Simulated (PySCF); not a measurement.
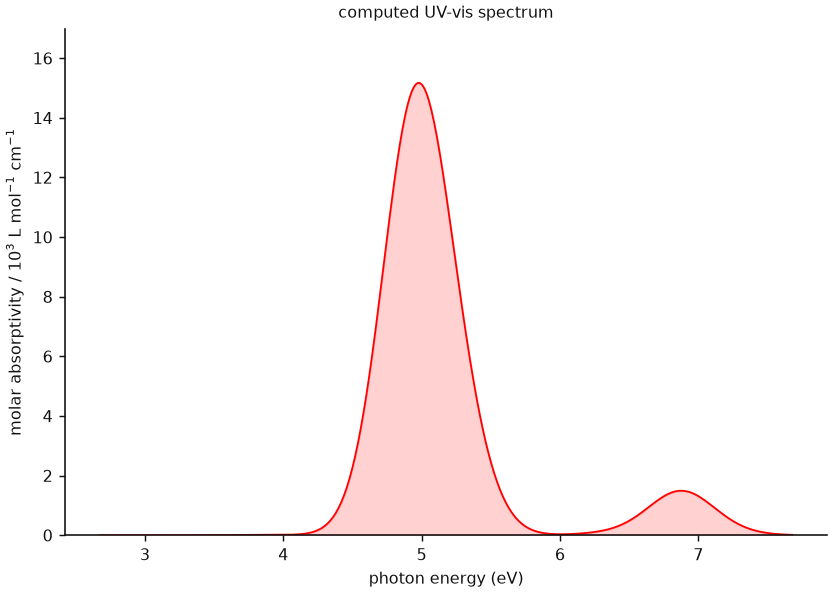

Computed absorption of C₅H₄OS, SMILES O=Cc1cccs1. Vertical TDDFT excitations, ωB97X-D/def2-SVPD, PySCF, at a GFN2-xTB geometry (no frequency check), gas phase. The lowest 8 singlet states are shown; each is broadened by a Gaussian of 1/e half-width 0.33 eV.

Which of the computed transitions is the brightest, and what character does the calculation give it?

Answer. S2 at 4.94 eV (251 nm), f = 0.269, mainly HOMO → LUMO (91 %).

Where is the maximum of the broadened curve, and how high is it?

Answer. At about 5.0 eV (249 nm), with ε near 15000 L mol⁻¹ cm⁻¹.

Note: the tight-binding geometry is rougher than a DFT one and adds to the error; one conformer of a flexible molecule; core orbitals are frozen in the response.
